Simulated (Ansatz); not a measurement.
**InH3Cl− (SMILES [H][In-]([H])([H])[Cl]): MP2/STO-3G**

What is the energy change on altering one bond length of InH3Cl− at MP2/STO-3G? 

The calculation is run with Ansatz 0.2.0.

6 further runs of the same task are left out: 6 that didn't finish.

### 1 The molecule

InH3Cl−: 5 atoms, total charge -1, spin state singlet. SMILES: `[H][In-]([H])([H])[Cl]`. The shape comes from GFN2-xTB, which is rough for such elements, and wasn't checked as a minimum.

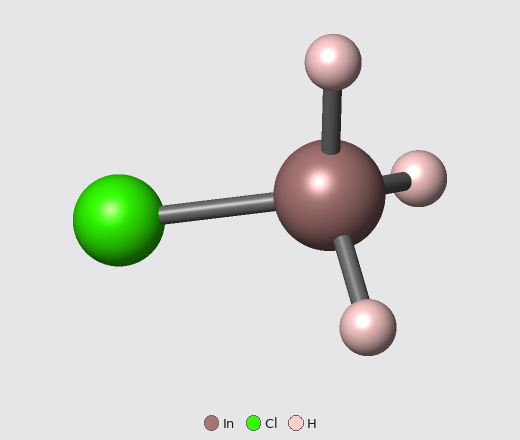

The structure, seen from a chosen angle (indium brown, chlorine green, hydrogen pink).

### 2 A single-point energy at MP2/STO-3G

job.yaml reads:

```yaml
crystal:
  periodic: [false, false, false]
  atoms:
    - {symbol: In, position_ang: [-0.002150, 0.000620, -0.175700]}
    - {symbol: Cl, position_ang: [0.012800, -0.020350, 2.163640]}
    - {symbol: H, position_ang: [1.620790, 0.013380, -0.670930]}
    - {symbol: H, position_ang: [-0.818090, 1.410990, -0.645940]}
    - {symbol: H, position_ang: [-0.813350, -1.404640, -0.671060]}
basis:
  gaussian:
    orbitals: STO-3G
accuracy: high
correlation:
  method: mp2
  frozen_orbitals: {Cl: 5, H: 0, In: 18}
total_charge: -1
```

Command:

```sh
$ ansatz run job.yaml --threads 1 --pin off --max-ram 2610MiB --events-out events.jsonl --progress --plain --runs-dir runs
```

Output:

```text
Warning: RAYON_NUM_THREADS=1 ignored (pool sized by the plan → 1); use --threads N
Functional definition: HF
  name "HF"
  exchange = exact_x
  correlation = 0
718 factors; integrals over basis functions are off by at most 4.0e-9 eV
mean field evaluation 1: about -167055.4700 eV, gradient 8.5e0 eV
mean field evaluation 2: about -167055.4810 eV, gradient 8.4e0 eV
mean field evaluation 4: about -167055.9485 eV, gradient 2.7e-1 eV
mean field evaluation 8: about -167055.9482 eV, gradient 3.5e-4 eV
mean field -167055.94820962 eV, -6139.1928621148 hartree, gradient 1.3e-8 eV, S^2 0.000000; 0 other end points of the search recorded, 0 dependent functions left out
23 core orbitals not correlated: weight in the atoms' cores, before any rotation towards them, 1.000 or more for the frozen orbitals, at most 0.000 for the correlated occupied ones
reference -167055.94820962 eV, -6139.1928621148 hartree; 12, 12 occupied and 4, 4 virtual orbitals, 718 factors
second order -0.93201429 eV of doubles, -0.00000000 eV of singles
Total energy: -167056.88022391 eV, -6139.2271130081 hartree
```

It took 0.68 s on 1 thread of Arm Neoverse V1, shared host; peak memory 0.097 GiB.

### 3 The distorted shape at the same level

in.yaml reads:

```yaml
crystal:
  periodic: [false, false, false]
  atoms:
    - symbol: In
      position_ang: [-0.005888, 0.005863, -0.760583]
    - symbol: Cl
      position_ang: [0.012800, -0.020350, 2.163640]
    - symbol: H
      position_ang: [1.617052, 0.018623, -1.255813]
    - symbol: H
      position_ang: [-0.821828, 1.416233, -1.230823]
    - symbol: H
      position_ang: [-0.817088, -1.399397, -1.255943]
basis:
  gaussian: {orbitals: STO-3G}
total_charge: -1
correlation: {method: mp2, frozen_orbitals: {Cl: 5, H: 0, In: 18}}
accuracy: high
```

Command:

```sh
$ ansatz run in.yaml --threads 1 --pin off --max-ram 2610MiB --events-out events.jsonl --progress --plain --runs-dir runs
```

Output:

```text
Warning: RAYON_NUM_THREADS=1 ignored (pool sized by the plan → 1); use --threads N
Functional definition: HF
  name "HF"
  exchange = exact_x
  correlation = 0
706 factors; integrals over basis functions are off by at most 5.2e-9 eV
mean field evaluation 1: about -167054.4339 eV, gradient 8.9e0 eV
mean field evaluation 2: about -167054.4323 eV, gradient 8.9e0 eV
mean field evaluation 4: about -167055.0596 eV, gradient 2.7e-1 eV
mean field evaluation 8: about -167055.0585 eV, gradient 2.9e-4 eV
mean field -167055.05845992 eV, -6139.1601644166 hartree, gradient 5.0e-9 eV, S^2 0.000000; 0 other end points of the search recorded, 0 dependent functions left out
23 core orbitals not correlated: weight in the atoms' cores, before any rotation towards them, 1.000 or more for the frozen orbitals, at most 0.000 for the correlated occupied ones
reference -167055.05845992 eV, -6139.1601644166 hartree; 12, 12 occupied and 4, 4 virtual orbitals, 706 factors
second order -0.95158140 eV of doubles, -0.00000000 eV of singles
Total energy: -167056.01004132 eV, -6139.1951343880 hartree
```

It took 0.66 s on 1 thread of Arm Neoverse V1, shared host; peak memory 0.097 GiB.

### 4 Outcome

Level: MP2/STO-3G, 23 core orbitals frozen.

```
                                                           quantity           value
                                          first shape: total energy  -6139.22711 Eh
          first shape: correlation energy (23 core orbitals frozen)       -34.3 mEh
                                      distorted shape: total energy  -6139.19513 Eh
      distorted shape: correlation energy (23 core orbitals frozen)       -35.0 mEh
energy change with the In1–Cl2 bond stretched from 2.339 to 2.924 Å        0.870 eV
```

**Reading.** With the In1–Cl2 bond stretched from 2.339 to 2.924 Å the energy rises by 0.87 eV (84.0 kJ/mol). The first shape isn't relaxed at this level, so the change isn't measured from a minimum. The minimal basis adds a large error of its own. Relativity is left out (first shape) although the molecule holds a heavy atom. Relativity is left out (distorted shape) although the molecule holds a heavy atom.
